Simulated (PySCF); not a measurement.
# C2H2F2O (SMILES FC1OC1F): MP2/def2-SVPD

What is the vertical ionisation energy of C2H2F2O at MP2/def2-SVPD? The job is set up through a Python script.

Program for the calculation: PySCF 2.14.0.

### Step 1. The system as given

The species is C2H2F2O (7 atoms), meant as a singlet with charge 0. SMILES: `FC1OC1F`. The coordinates come from a PBE0-D4/def2-TZVP relaxation.

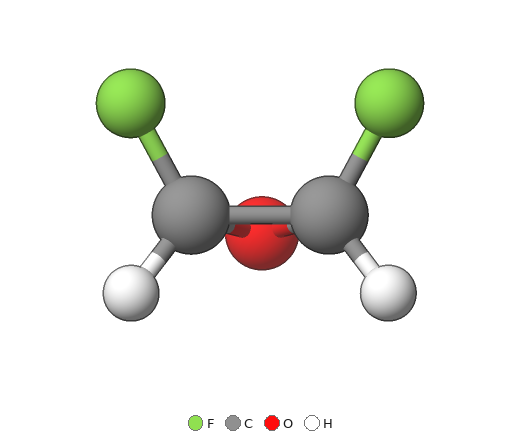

The structure, seen from a chosen angle (fluorine green, carbon grey, oxygen red, hydrogen white).

### Step 2. The energy at MP2/def2-SVPD

Contents of input.py:

```python
from pyscf import gto, scf, mp

mol = gto.M(
    atom='''
F     -3.144504     0.460337     1.055790
C     -0.796898    -0.495108     1.043885
O     -0.140407    -1.873286    -1.107002
C      0.996264     0.484904    -0.785559
F      0.219586     2.298852    -2.376331
H     -0.309915    -1.315438     2.861612
H      3.035467     0.512872    -0.551422
''',
    max_memory=1860,
    basis='def2-svpd',
    unit='bohr',
    verbose=3,
)

calc0 = scf.RHF(mol)
calc0.conv_tol = 1e-10
calc0.kernel()
if not calc0.converged:
    calc0 = calc0.newton().run(calc0.mo_coeff, calc0.mo_occ)

pt = mp.MP2(calc0, frozen=5).run()
energy = pt.e_tot
print('E = %.10f Eh' % energy)
```

The run is started by

```bash
OMP_NUM_THREADS=1 python input.py
```

What it wrote:

```text
converged SCF energy = -350.325568051592
E(RMP2) = -351.173735743851  E_corr = -0.848167692258481
E(SCS-RMP2) = -351.144643137761  E_corr = -0.81907508616838
E = -351.1737357439 Eh
```

It took 5.1 s on 1 thread of Arm Neoverse V1, shared host; peak memory 0.46 GiB.

### Step 3. The doublet cation

Contents of job.py:

```python
from pyscf import gto, scf, mp

mol = gto.Mole()
mol.atom = '''
F     -1.664000     0.243600     0.558700
C     -0.421700    -0.262000     0.552400
O     -0.074300    -0.991300    -0.585800
C      0.527200     0.256600    -0.415700
F      0.116200     1.216500    -1.257500
H     -0.164000    -0.696100     1.514300
H      1.606300     0.271400    -0.291800
'''
mol.charge = 1
mol.verbose = 3
mol.basis = 'def2-svpd'
mol.spin = 1
mol.max_memory = 1860
mol.build()

myscf = scf.UHF(mol)
myscf.conv_tol = 1e-10
myscf.kernel()
if not myscf.converged:
    myscf = myscf.newton().run(myscf.mo_coeff, myscf.mo_occ)

pt = mp.MP2(myscf, frozen=5).run()
e_tot = pt.e_tot
print('E(%s) = %.9f' % ('MP2', e_tot))
```

The run is started by

```bash
OMP_NUM_THREADS=1 python job.py
```

What it wrote:

```text
SCF not converged.
SCF energy = -349.897851663377 after 50 cycles  <S^2> = 0.77110199  2S+1 = 2.0209918
converged SCF energy = -349.910844442155  <S^2> = 0.7624518  2S+1 = 2.0124133
E(UMP2) = -350.702290240337  E_corr = -0.791445798181557
E(SCS-UMP2) = -350.677609421565  E_corr = -0.766764979410008
E(MP2) = -350.702290240
```

It took 42 s on 1 thread of Arm Neoverse V1, shared host; peak memory 0.49 GiB.

### Step 4. Results

At MP2/def2-SVPD, 5 core orbitals frozen:

```
                                                                  quantity          value
                                             singlet C2H2F2O: total energy  -351.17374 Eh
                     singlet C2H2F2O: dipole moment (Hartree–Fock density)         3.27 D
                      singlet C2H2F2O: HOMO energy (Hartree–Fock orbitals)      -13.15 eV
                      singlet C2H2F2O: LUMO energy (Hartree–Fock orbitals)        2.47 eV
                    singlet C2H2F2O: HOMO–LUMO gap (Hartree–Fock orbitals)       15.62 eV
              singlet C2H2F2O: correlation energy (5 core orbitals frozen)     -848.2 mEh
                                              doublet cation: total energy  -350.70229 Eh
doublet cation: HOMO energy (Hartree–Fock orbitals) (highest over α and β)      -21.42 eV
 doublet cation: LUMO energy (Hartree–Fock orbitals) (lowest over α and β)       -8.66 eV
               doublet cation: correlation energy (5 core orbitals frozen)     -791.4 mEh
                         doublet cation: ⟨S²⟩ of the reference determinant          0.762
                        vertical ionisation energy (to the doublet cation)      12.829 eV
```

Removing an electron at fixed nuclei costs 12.83 eV (296 kcal/mol). Mulliken charges (doublet cation) of the mean-field density run from -0.55 on F1 to +1.15 on C4; in a basis this large or diffuse they mean little.
